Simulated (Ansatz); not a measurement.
# AlH₅OSi₂: reading failed and doubtful runs

Aim: try 3 inputs for AlH₅OSi₂ as typed, read how each ends, and find what has to change.

Program: Ansatz 0.2.0, Gaussian basis. Level of theory: the settings change from run to run. These are calculated values, not measurements.

## Step 1: The molecule

The structure was relaxed beforehand with PBE0-D4 in a triple-zeta def2 set.

SMILES `[SiH3][SiH]1[O][AlH]1`, 9 atoms, charge 0, spin multiplicity 1.

Atoms are counted from 1 here; the program's logs count them from 0.

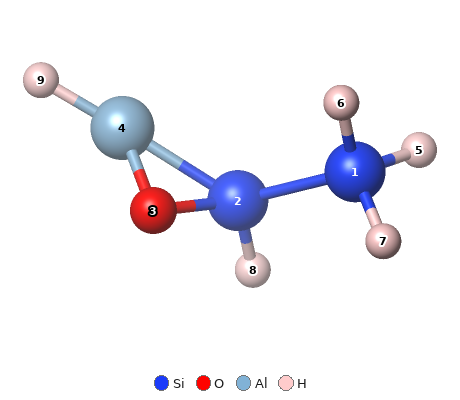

The geometry (silicon blue, oxygen red, aluminium light blue, hydrogen pink); atoms are numbered from 1 in the order of the file.

Geometry (Å):

```mol
AlH5OSi2
  3D, bonds by distance, orders not assigned

  9  9  0  0  0  0  0  0  0  0999 V2000
   -0.7077    0.9656   -1.2620 Si  0  0
    0.1392   -0.8282   -0.0224 Si  0  0
    1.5945   -0.5388    0.8010 O   0  0
    0.6148   -0.8390    2.2041 Al  0  0
   -2.0920    0.6296   -1.6961 H   0  0
   -0.7561    2.1893   -0.4170 H   0  0
    0.1105    1.2554   -2.4726 H   0  0
    0.1759   -2.0484   -0.8833 H   0  0
    1.0094   -0.8318    3.7314 H   0  0
  1  2  8  0
  2  3  8  0
  3  4  8  0
  1  5  8  0
  1  6  8  0
  1  7  8  0
  2  8  8  0
  4  9  8  0
  2  4  8  0
M  END
```

## Step 2: Input 1

The input, in.yaml:

```yaml
crystal:
  periodic: [false, false, false]
  atoms:
    - {symbol: Si, position_ang: [-0.707678, 0.965594, -1.261976]}
    - {symbol: Si, position_ang: [0.139160, -0.828238, -0.022387]}
    - {symbol: O, position_ang: [1.594514, -0.538771, 0.800977]}
    - {symbol: Al, position_ang: [0.614767, -0.838998, 2.204150]}
    - {symbol: H, position_ang: [-2.092022, 0.629643, -1.696109]}
    - {symbol: H, position_ang: [-0.756087, 2.189348, -0.417037]}
    - {symbol: H, position_ang: [0.110549, 1.255407, -2.472636]}
    - {symbol: H, position_ang: [0.175912, -2.048435, -0.883345]}
    - {symbol: H, position_ang: [1.009385, -0.831849, 3.731364]}
basis:
  gaussian: {orbitals: x2c-TZVPPall}
total_charge: 1
magnetization: {spin_polarized: true, initial_magnetization: 1}
hamiltonian: {xc: {name: TPSS}, pseudopotentials: {relativity: none}}
output: {forces: true}
```

On the command line:

```console
$ ansatz run in.yaml --threads 2 --pin off --events-out ev --progress --plain --max-ram 4352MiB
```

Standard output:

```text
Error: YAML parse error: error: line 17 column 19: hamiltonian.xc: no functional is named "TPSS"; the names, which are not case-sensitive, are SVWN5, SPW92, PBE, PBE0, PBEsol, revPBE, revPBE0, RPBE, rPW86-PBE, HSE06, wPBEh, LC-wPBE, HISS, HF, BLYP, B3LYP, B3LYP5, BHLYP, CAM-B3LYP, r2SCAN, r2SCANh, r2SCAN0, r2SCAN50, m-r2SCAN, B97, wB97, wB97X, wB97X-V, B97M-V, wB97M-V, B2PLYP, B2GP-PLYP, PBE0-DH, PBE-QIDH
  --> <input>:17:19
   |
15 | total_charge: 1
16 | magnetization: {spin_polarized: true, initial_magnetization: 1}
17 | hamiltonian: {xc: {name: TPSS}, pseudopotentials: {relativity: none}}
   |                   ^ hamiltonian.xc: no functional is named "TPSS"; the names, which are not case-sensitive, are SVWN5, SPW92, PBE, PBE0, PBEsol, revPBE, revPBE0, RPBE, rPW86-PBE, HSE06, wPBEh, LC-wPBE, HISS, HF, BLYP, B3LYP, B3LYP5, BHLYP, CAM-B3LYP, r2SCAN, r2SCANh, r2SCAN0, r2SCAN50, m-r2SCAN, B97, wB97, wB97X, wB97X-V, B97M-V, wB97M-V, B2PLYP, B2GP-PLYP, PBE0-DH, PBE-QIDH
18 | output: {forces: true}
   |
```

Wall time 0.05 s (2 threads of Arm Neoverse V2, shared host).

What is wrong: The program refused the input. The method's name isn't one that the program takes here. It also asks for charge 1 and multiplicity 2, another species or state than the molecule above. Cure: name a functional that the program knows, and set charge and spin to those of the species named.

## Step 3: Input 2

The input, in.yaml:

```yaml
crystal:
  periodic: [false, false, false]
  atoms:
    - {symbol: Si, position_ang: [-0.707678, 0.965594, -1.261976]}
    - {symbol: Si, position_ang: [0.139160, -0.828238, -0.022387]}
    - {symbol: O, position_ang: [1.594514, -0.538771, 0.800977]}
    - {symbol: Al, position_ang: [0.614767, -0.838998, 2.204150]}
    - {symbol: H, position_ang: [-2.092022, 0.629643, -1.696109]}
    - {symbol: H, position_ang: [-0.756087, 2.189348, -0.417037]}
    - {symbol: H, position_ang: [0.110549, 1.255407, -2.472636]}
    - {symbol: H, position_ang: [0.175912, -2.048435, -0.883345]}
    - {symbol: H, position_ang: [1.009385, -0.831849, 3.731364]}
basis:
  gaussian: {orbitals: def2-SVP, nuclear_model: gaussian}
magnetization: {spin_polarized: true, initial_magnetization: 4}
hamiltonian: {xc: {name: B97}}
output: {forces: true}
```

Launched as before.

Standard output, cut to the lines that bear on the results:

```text
Functional definition: B97
  name "B97"
  cite "Becke, J. Chem. Phys. 107, 8554 (1997) doi:10.1063/1.475007"
[...]
      + integral(e_c_pw_opposite_spin*poly(b97_u_opposite, cos0, cos1, cos2))
875 factors; integrals over basis functions are off by at most 1.2e-3 eV
[...]
mean field -24460.75857655 eV, -898.9162975906 hartree, gradient 4.3e-5 eV, S^2 6.007604; 5 other end points of the search recorded, 0 dependent functions left out
[...]
reference -24460.75861413 eV, -898.9162989717 hartree; 29, 25 occupied and 64, 68 virtual orbitals, 875 factors
Total energy: -24460.75861413 eV, -898.9162989717 hartree
Atom 0 at    -0.707678     0.965594    -1.261976 Å, force     0.196287     1.006483    -0.777267 eV/Å
Atom 1 at     0.139160    -0.828238    -0.022387 Å, force    -0.898886    -0.624266    -1.088597 eV/Å
Atom 2 at     1.594514    -0.538771     0.800977 Å, force     1.136602     0.464825    -2.966872 eV/Å
Atom 3 at     0.614767    -0.838998     2.204150 Å, force    -1.039529    -0.344936     5.077855 eV/Å
Atom 4 at    -2.092022     0.629643    -1.696109 Å, force    -0.128282    -0.318479     0.009900 eV/Å
Atom 5 at    -0.756087     2.189348    -0.417037 Å, force     0.101956    -0.159764     0.275120 eV/Å
Atom 6 at     0.110549     1.255407    -2.472636 Å, force     0.061932     0.068230    -0.277779 eV/Å
Atom 7 at     0.175912    -2.048435    -0.883345 Å, force     0.372696    -0.065852    -0.653614 eV/Å
Atom 8 at     1.009385    -0.831849     3.731364 Å, force     0.197224    -0.026240     0.401254 eV/Å
Dipole moment:    -0.372017     0.145108    -0.810451 e Å
```

Run time: 12 s. Hardware: 2 threads of Arm Neoverse V2, shared host.

What is wrong: It ended without an error, which proves nothing about the input. The spin is set far too high for this molecule. It asks for 4 unpaired electrons; the ground state has 0. Its energy belongs to an excited spin state, not the ground state. To mend it, set initial_magnetization back to that of the ground state.

## Step 4: Input 3

The input, in.yaml:

```yaml
crystal:
  periodic: [false, false, false]
  atoms:
    - {symbol: Si, position_ang: [-0.707678, 0.965594, -1.261976]}
    - {symbol: Si, position_ang: [0.139160, -0.828238, -0.022387]}
    - {symbol: O, position_ang: [1.594514, -0.538771, 0.800977]}
    - {symbol: Al, position_ang: [0.614767, -0.838998, 2.204150]}
    - {symbol: H, position_ang: [-2.092022, 0.629643, -1.696109]}
    - {symbol: H, position_ang: [-0.756087, 2.189348, -0.417037]}
    - {symbol: H, position_ang: [0.110549, 1.255407, -2.472636]}
    - {symbol: H, position_ang: [0.175912, -2.048435, -0.883345]}
    - {symbol: H, position_ang: [1.009385, -0.831849, 3.731364]}
basis:
  gaussian: {orbitals: aug-cc-pVDZ, nuclear_model: gaussian}
hamiltonian: {xc: {name: HF}}
correlation: {method: mp2, frozen_orbitals: {Si: 9}}
scf: {lower_state_search: off}
```

The command is unchanged.

Standard output:

```text
Functional definition: HF
  name "HF"
  cite "Fock, Z. Phys. 61, 126 (1930) doi:10.1007/BF01340294"
  parent pbe
  exchange = exact_x
  correlation = 0
these checks for a lower state are left out or cut short: stability, starts, cluster_reference, orbital_swaps, neighbouring_geometries, increment
Error: "frozen_orbitals" has no count for O
```

Wall time 0.05 s (2 threads of Arm Neoverse V2, shared host).

Diagnosis: Refused before any calculation. Frozen orbitals are typed for one element alone, and the program wants a count for each. To mend it, leave frozen_orbitals out, or give every element a count that its core really has.

## Step 5: Summary

| input | level | ended | cause | time |
| --- | --- | --- | --- | --- |
| 1 | TPSS/x2c-TZVPPall | refused | the method's name isn't one that the program takes here | 0.05 s |
| 2 | B97/def2-SVP | converged | the spin is set far too high for this molecule | 12 s |
| 3 | MP2/aug-cc-pVDZ | refused | frozen orbitals are typed for one element alone, and the program wants a count for each | 0.05 s |

In words: 2 refused, 1 converged. A refusal costs next to no computing time. The dangerous case is the input that converges on a wrong geometry, charge, spin, basis or grid: often only a look at the input shows it.
